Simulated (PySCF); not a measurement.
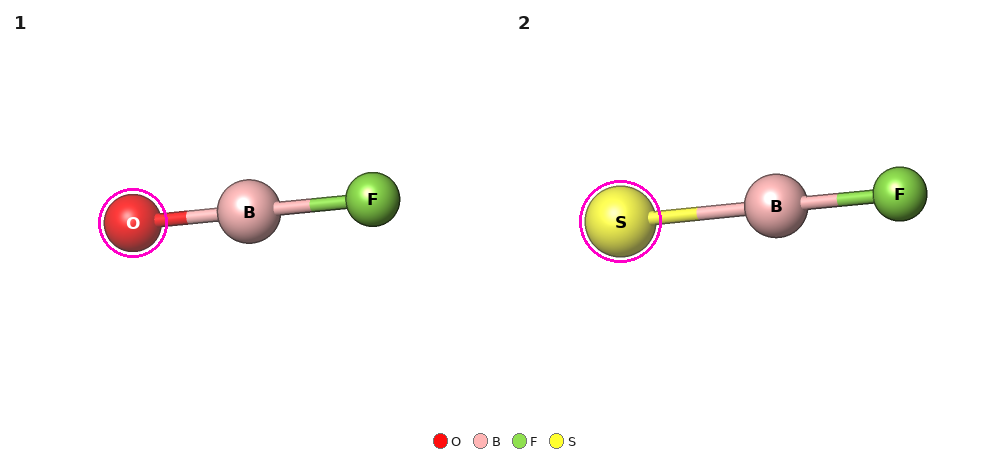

2 molecules with one skeleton, seen from the same side and at one scale; the atom that differs is circled. Charge 0, singlet. Computed geometries: PBE0-D3(BJ)/def2-SVP optimisations, one conformation each. Properties computed with PySCF 2.14.0.

One atom differs, called X below: O in panel 1, S in panel 2. Their formulas are BOF (`O=BF`), BSF (`FB=S`).

> In which is the lowest vertical singlet excitation larger (CAM-B3LYP/def2-SVPD)?

In panel 1 (X = O).

> In which is the mean static polarisability larger (CAM-B3LYP/def2-SVPD)?

In panel 2 (X = S).

Give the values. With PBE0-D3(BJ)/def2-SVP: length of X–B (Å), angle X–B–F (°). With CAM-B3LYP/def2-SVPD: dipole moment (D), HOMO energy (Kohn–Sham orbital) (eV), HOMO–LUMO gap (eV), mean static polarisability (bohr³), lowest vertical singlet excitation (eV).

```
                               quantity   1 (O)  2 (S)   2 − 1
                      length of X–B (Å)   1.205  1.614  +0.409
                        angle X–B–F (°)   180.0  179.8    −0.2
                      dipole moment (D)    2.19   1.16   −1.03
   HOMO energy (Kohn–Sham orbital) (eV)  −11.97  −9.75   +2.22
                     HOMO–LUMO gap (eV)   11.83   9.96   −1.87
     mean static polarisability (bohr³)    16.4   34.0   +17.6
lowest vertical singlet excitation (eV)    8.09   5.84   −2.25
```
